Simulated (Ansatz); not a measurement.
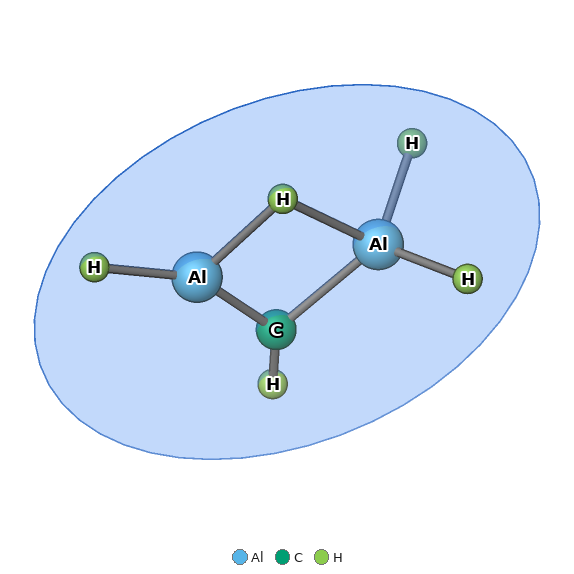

All proper rotation axes (lines) and mirror planes (discs) of the structure are drawn in. Atoms fade into the background with distance from the viewer. State: charge −1, singlet. The geometry was computed by an optimisation with PBE0-D4/def2-TZVPD. No frequency run is at hand to confirm it as a minimum.

> Name the symmetry elements and the point group.

It has 1 mirror plane. Point group Cs. The group has 2 operations. The geometry is achiral, and symmetry allows a dipole moment.
